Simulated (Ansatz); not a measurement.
# Ge₂H₄ (singlet): one geometry, many settings

What do other methods and options give for Ge₂H₄ (singlet) at this geometry, and how long do they take?

Computed with Ansatz 0.2.0, Gaussian basis. Level: the settings change from run to run.

15 further runs of the same task are left out: 6 that didn't finish, 9 set aside as unsound or not needed.

## Step 1: What is computed

The geometry is a PBE0/def2-TZVP stationary point (not a proven minimum). No spin-orbit coupling is included. The filled d shell of Ge may be among the frozen orbitals whatever the setting's name suggests; the logs give the count.

6 atoms, charge 0, spin multiplicity 1.

Atoms are counted from 1 here; the program's logs count them from 0.

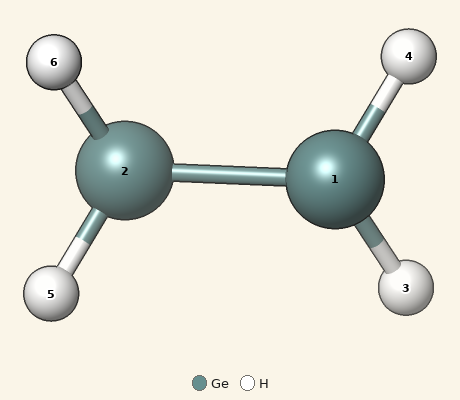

The geometry (germanium teal, hydrogen white); atoms are numbered from 1 in the order of the file.

## Step 2: CCSDT on UHF/STO-3G

in.yaml

```yaml
crystal:
  periodic: [false, false, false]
  atoms:
    - {symbol: Ge, position_ang: [-0.048538, 0.000000, 1.132423]}
    - {symbol: Ge, position_ang: [0.048538, 0.000000, -1.132423]}
    - {symbol: H, position_ang: [0.475581, -1.257455, 1.849196]}
    - {symbol: H, position_ang: [0.475581, 1.257455, 1.849196]}
    - {symbol: H, position_ang: [-0.475581, -1.257455, -1.849196]}
    - {symbol: H, position_ang: [-0.475581, 1.257455, -1.849196]}
basis:
  gaussian: {orbitals: STO-3G}
magnetization: {spin_polarized: true, initial_magnetization: 0}
correlation: {method: ccsdt, electrons: outside_noble_gas}
output: {forces: true}
```

Command:

```console
> ansatz run in.yaml --threads 1 --pin off --events-out ev --progress --plain --max-ram 2393MiB
```

Log, shortened:

```text
Functional definition: HF
  name "HF"
  cite "Fock, Z. Phys. 61, 126 (1930) doi:10.1007/BF01340294"
  parent pbe
[...]
531 factors; integrals over basis functions are off by at most 3.3e-8 eV
[...]
mean field -111724.31555870 eV, -4105.7928673211 hartree, gradient 2.3e-6 eV, S^2 0.723497; 7 other end points of the search recorded, 0 dependent functions left out
determinant -111724.31555870 eV, -4105.7928673211 hartree, with singles and doubles -111727.04795645 eV, -4105.8932810863 hartree
determinant -111723.63778211 eV, -4105.7679594911 hartree, with singles and doubles -111727.10908270 eV, -4105.8955274345 hartree
28 core orbitals not correlated, not the lowest: weight in the atoms' cores, before any rotation towards them, 0.858 or more for the frozen orbitals, at most 0.137 for the correlated occupied ones
reference -111724.31555870 eV, -4105.7928673211 hartree; 6, 6 occupied and 6, 6 virtual orbitals, 531 factors
second order -1.51046052 eV of doubles, -0.00000000 eV of singles
cycle   1  -2.01337559 eV  change   -5.0e-1 eV  update   7.5e-2
[...]
cycle  17  -2.84801624 eV  change    1.1e-6 eV  update   2.9e-7
[...]
Total energy: -111727.16357494 eV, -4105.8975299876 hartree
Atom 0 at    -0.048538     0.000000     1.132423 Å, force     0.907990    -0.000000    -0.171670 eV/Å
Atom 1 at     0.048538     0.000000    -1.132423 Å, force    -0.907990    -0.000000     0.171670 eV/Å
Atom 2 at     0.475581    -1.257455     1.849196 Å, force    -0.451172     1.235156    -0.682025 eV/Å
Atom 3 at     0.475581     1.257455     1.849196 Å, force    -0.451172    -1.235156    -0.682025 eV/Å
Atom 4 at    -0.475581    -1.257455    -1.849196 Å, force     0.451172     1.235156     0.682025 eV/Å
Atom 5 at    -0.475581     1.257455    -1.849196 Å, force     0.451172    -1.235156     0.682025 eV/Å
Dipole moment:    -0.000000    -0.000000     0.000000 e Å
```

Wall time 4.1 s (1 thread of Arm Neoverse V1, shared host).

From the report: ⟨S²⟩ of the determinant 0.723 (pure singlet: 0.00); correlation -2.8480 eV; T1 0.092; largest double amplitude 0.46. The determinant is far from a pure spin state, so its energy mixes those of several spin states (harmless only where they are near-degenerate, as at dissociation).

## Step 3: BCCD(T) on UHF/cc-pVDZ

in.yaml, as its differences from that of step 2:

```diff
@@ -10,5 +10,4 @@
 basis:
-  gaussian: {orbitals: STO-3G}
+  gaussian: {orbitals: cc-pVDZ}
 magnetization: {spin_polarized: true, initial_magnetization: 0}
-correlation: {method: ccsdt, electrons: outside_noble_gas}
-output: {forces: true}
+correlation: {method: bccd_t, electrons: outside_noble_gas}
```

Same command.

Log, shortened:

```text
Functional definition: HF
  name "HF"
  cite "Fock, Z. Phys. 61, 126 (1930) doi:10.1007/BF01340294"
  parent pbe
[...]
826 factors; integrals over basis functions are off by at most 8.6e-4 eV
[...]
mean field -113007.53898501 eV, -4152.9504584380 hartree, gradient 1.1e-6 eV, S^2 0.609373; 6 other end points of the search recorded, 0 dependent functions left out
determinant -113007.53898501 eV, -4152.9504584380 hartree, with singles and doubles -113013.55288176 eV, -4153.1714650672 hartree
determinant -113004.45542474 eV, -4152.8371396881 hartree, with singles and doubles -113011.57752356 eV, -4153.0988719923 hartree
28 core orbitals not correlated: weight in the atoms' cores, before any rotation towards them, 0.999 or more for the frozen orbitals, at most 0.000 for the correlated occupied ones
reference -113007.53898501 eV, -4152.9504584380 hartree; 6, 6 occupied and 40, 40 virtual orbitals, 826 factors
second order -4.64821780 eV of doubles, -0.00000000 eV of singles
cycle   1  -6.08264736 eV  change   -6.9e-2 eV  update   6.1e-2
[...]
cycle  14  -6.05024602 eV  change   -8.6e-6 eV  update   3.5e-6
perturbative correction -0.24938989 eV, -0.0091649094 hartree
Total energy: -113013.83862092 eV, -4153.1819657877 hartree
```

Wall time 14 s (1 thread of Arm Neoverse V1, shared host).

From the report: ⟨S²⟩ of the determinant 0.609 (pure singlet: 0.00); correlation -6.2996 eV; largest double amplitude 0.20. The determinant is far from a pure spin state, so its energy mixes those of several spin states (harmless only where they are near-degenerate, as at dissociation).

## Step 4: CCSD(T)/6-31G

in.yaml, as its differences from that of step 3:

```diff
@@ -10,4 +10,7 @@
 basis:
-  gaussian: {orbitals: cc-pVDZ}
+  gaussian: {orbitals: 6-31G}
 magnetization: {spin_polarized: true, initial_magnetization: 0}
-correlation: {method: bccd_t, electrons: outside_noble_gas}
+hamiltonian: {xc: {name: PBE0}}
+correlation: {method: ccsd_t, electrons: outside_noble_gas, diis_vectors: 12}
+scf: {lower_state_search: full}
+output: {forces: true}
```

The command is unchanged.

Log, shortened:

```text
Functional definition: PBE0
  name "PBE0"
  cite "Adamo & Barone, J. Chem. Phys. 110, 6158 (1999) doi:10.1063/1.478522"
  cite "Perdew, Burke & Ernzerhof, Phys. Rev. Lett. 77, 3865 (1996) doi:10.1103/PhysRevLett.77.3865"
  parent pbe
[...]
628 factors; integrals over basis functions are off by at most 4.0e-4 eV
[...]
mean field -113066.65534840 eV, -4155.1229447221 hartree, gradient 5.9e-6 eV, S^2 0.000000; 2 other end points of the search recorded, 0 dependent functions left out
28 core orbitals not correlated: weight in the atoms' cores, before any rotation towards them, 0.998 or more for the frozen orbitals, at most 0.001 for the correlated occupied ones
reference -112989.57075824 eV, -4152.2901382837 hartree; 6, 6 occupied and 32, 32 virtual orbitals, 628 factors
second order -3.28961909 eV of doubles, -0.22578078 eV of singles
cycle   1  -4.03003305 eV  change   -5.3e-1 eV  update   7.8e-2
[...]
cycle  13  -4.35253400 eV  change   -4.6e-8 eV  update   5.5e-8
perturbative correction -0.11857971 eV, -0.0043577240 hartree
[...]
Total energy: -112994.04187196 eV, -4152.4544486820 hartree
Atom 0 at    -0.048538     0.000000     1.132423 Å, force    -0.240810    -0.000000     0.676703 eV/Å
Atom 1 at     0.048538     0.000000    -1.132423 Å, force     0.240810     0.000000    -0.676703 eV/Å
Atom 2 at     0.475581    -1.257455     1.849196 Å, force     0.108618    -0.336424     0.170170 eV/Å
Atom 3 at     0.475581     1.257455     1.849196 Å, force     0.108618     0.336424     0.170170 eV/Å
Atom 4 at    -0.475581    -1.257455    -1.849196 Å, force    -0.108618    -0.336424    -0.170170 eV/Å
Atom 5 at    -0.475581     1.257455    -1.849196 Å, force    -0.108618     0.336424    -0.170170 eV/Å
Dipole moment:     0.000000     0.000000     0.000000 e Å
```

Run time: 15 s. Hardware: 1 thread of Arm Neoverse V1, shared host.

From the report: ⟨S²⟩ of the determinant 0.000 (pure singlet: 0.00); correlation -4.4711 eV; T1 0.016; largest double amplitude 0.23. The orbitals are Kohn-Sham ones, so correlation energy and T1 don't compare with those on Hartree-Fock orbitals.

## Step 5: HF/def2-SVP

in.yaml, as its differences from that of step 4:

```diff
@@ -10,7 +10,5 @@
 basis:
-  gaussian: {orbitals: 6-31G}
-magnetization: {spin_polarized: true, initial_magnetization: 0}
-hamiltonian: {xc: {name: PBE0}}
-correlation: {method: ccsd_t, electrons: outside_noble_gas, diis_vectors: 12}
-scf: {lower_state_search: full}
-output: {forces: true}
+  gaussian: {orbitals: def2-SVP}
+magnetization: {spin_polarized: false}
+hamiltonian: {xc: hf, pseudopotentials: {relativity: none}}
+output: {orbitals: {seedname: orbitals}}
```

Same command.

Log:

```text
Functional definition: HF
  name "HF"
  cite "Fock, Z. Phys. 61, 126 (1930) doi:10.1007/BF01340294"
  parent pbe
  exchange = exact_x
  correlation = 0
836 factors; integrals over basis functions are off by at most 1.4e-3 eV
mean field evaluation 1: about -112993.9798 eV, gradient 1.1e1 eV
mean field evaluation 2: about -112993.9809 eV, gradient 1.1e1 eV
mean field evaluation 4: about -112994.6584 eV, gradient 2.0e0 eV
mean field evaluation 8: about -112994.6665 eV, gradient 3.9e-4 eV
mean field -112994.66649455 eV, -4152.4774031389 hartree, gradient 6.2e-6 eV, S^2 0.000000; 0 other end points of the search recorded, 0 dependent functions left out
reference -112994.66649455 eV, -4152.4774031389 hartree; 34, 34 occupied and 50, 50 virtual orbitals, 836 factors
Total energy: -112994.66649455 eV, -4152.4774031389 hartree
```

It took 1.3 s on 1 thread of Arm Neoverse V1, shared host.

## Step 6: CCSD(T) on UHF/6-31G*

in.yaml, as its differences from that of step 5:

```diff
@@ -10,5 +10,4 @@
 basis:
-  gaussian: {orbitals: def2-SVP}
-magnetization: {spin_polarized: false}
-hamiltonian: {xc: hf, pseudopotentials: {relativity: none}}
-output: {orbitals: {seedname: orbitals}}
+  gaussian: {orbitals: "6-31G*"}
+magnetization: {spin_polarized: true, initial_magnetization: 0}
+correlation: {method: ccsd_t, electrons: outside_noble_gas}
```

Same command.

Log, shortened:

```text
Functional definition: HF
  name "HF"
  cite "Fock, Z. Phys. 61, 126 (1930) doi:10.1007/BF01340294"
  parent pbe
[...]
748 factors; integrals over basis functions are off by at most 6.5e-4 eV
[...]
mean field -112993.44224674 eV, -4152.4324128618 hartree, gradient 2.2e-6 eV, S^2 0.617996; 7 other end points of the search recorded, 0 dependent functions left out
determinant -112993.44224674 eV, -4152.4324128618 hartree, with singles and doubles -112998.57148232 eV, -4152.6209087926 hartree
determinant -112990.37559309 eV, -4152.3197154189 hartree, with singles and doubles -112996.67007823 eV, -4152.5510334811 hartree
determinant -112993.13852309 eV, -4152.4212512233 hartree, with singles and doubles -112998.63992264 eV, -4152.6234239279 hartree
28 core orbitals not correlated: weight in the atoms' cores, before any rotation towards them, 1.000 or more for the frozen orbitals, at most 0.000 for the correlated occupied ones
reference -112993.44224674 eV, -4152.4324128618 hartree; 6, 6 occupied and 44, 44 virtual orbitals, 748 factors
second order -3.87453204 eV of doubles, -0.00000000 eV of singles
cycle   1  -5.12826593 eV  change   -1.2e-1 eV  update   2.1e-2
[...]
cycle  11  -5.15553157 eV  change   -2.6e-6 eV  update   4.2e-6
perturbative correction -0.21642932 eV, -0.0079536310 hartree
Total energy: -112998.81420764 eV, -4152.6298287836 hartree
```

Wall time 13 s (1 thread of Arm Neoverse V1, shared host).

From the report: ⟨S²⟩ of the determinant 0.618 (pure singlet: 0.00); correlation -5.3720 eV; T1 0.074; largest double amplitude 0.22. The determinant is far from a pure spin state, so its energy mixes those of several spin states (harmless only where they are near-degenerate, as at dissociation).

## Step 7: CCSD on RHF/aug-cc-pVDZ

in.yaml, as its differences from that of step 6:

```diff
@@ -10,4 +10,4 @@
 basis:
-  gaussian: {orbitals: "6-31G*"}
-magnetization: {spin_polarized: true, initial_magnetization: 0}
-correlation: {method: ccsd_t, electrons: outside_noble_gas}
+  gaussian: {orbitals: aug-cc-pVDZ}
+magnetization: {spin_polarized: false}
+correlation: {method: ccsd, electrons: outside_noble_gas}
```

The command is unchanged.

Log, shortened:

```text
Functional definition: HF
  name "HF"
  cite "Fock, Z. Phys. 61, 126 (1930) doi:10.1007/BF01340294"
  parent pbe
[...]
1152 factors; integrals over basis functions are off by at most 5.7e-4 eV
[...]
mean field -113007.30448283 eV, -4152.9418406419 hartree, gradient 2.0e-6 eV, S^2 0.000000; 0 other end points of the search recorded, 0 dependent functions left out; unrestricted orbitals would lower it
28 core orbitals not correlated: weight in the atoms' cores, before any rotation towards them, 0.999 or more for the frozen orbitals, at most 0.000 for the correlated occupied ones
reference -113007.30448283 eV, -4152.9418406419 hartree; 6, 6 occupied and 74, 74 virtual orbitals, 1152 factors
second order -5.45079941 eV of doubles, -0.00000000 eV of singles
cycle   1  -6.24306945 eV  change   -7.9e-1 eV  update   8.5e-2
[...]
cycle  10  -6.60818715 eV  change    4.0e-6 eV  update   7.9e-6
Total energy: -113013.91266998 eV, -4153.1846870403 hartree
```

It took 6 s on 1 thread of Arm Neoverse V1, shared host.

From the report: correlation -6.6082 eV; T1 0.018; largest double amplitude 0.16.

## Step 8: The runs in one table

Where basis and cores are those of an earlier RCCSDT(Q)/cc-pVDZ run (-113013.8989 eV), and the state is the same kind, the miss against it is given.

```csv
level,correlated,functions,energy (eV),from RCCSDT(Q) (meV),time
CCSDT on UHF/STO-3G,outside noble gas,40,-111727.1636,,4.1 s
BCCD(T) on UHF/cc-pVDZ,outside noble gas,74,-113013.8386,60.2,14 s
CCSD(T)/6-31G (on PBE0 orbitals),outside noble gas,66,-112994.0419,,15 s
HF/def2-SVP,,84,-112994.6665,,1.3 s
CCSD(T) on UHF/6-31G*,outside noble gas,78,-112998.8142,,13 s
CCSD on RHF/aug-cc-pVDZ,outside noble gas,108,-113013.9127,,6 s
```

## Step 9: Summary of results

| quantity | value |
| --- | --- |
| runs | 6 |
| quickest | HF/def2-SVP, 1.3 s |
| slowest | CCSD(T)/6-31G (on PBE0 orbitals), 15 s |

In words: Total energies in different bases, with other cores or another treatment of relativity can't be set against each other. CCSD(T)/6-31G (on PBE0 orbitals) took 11 times as long as HF/def2-SVP; the jobs differ in more than the method.
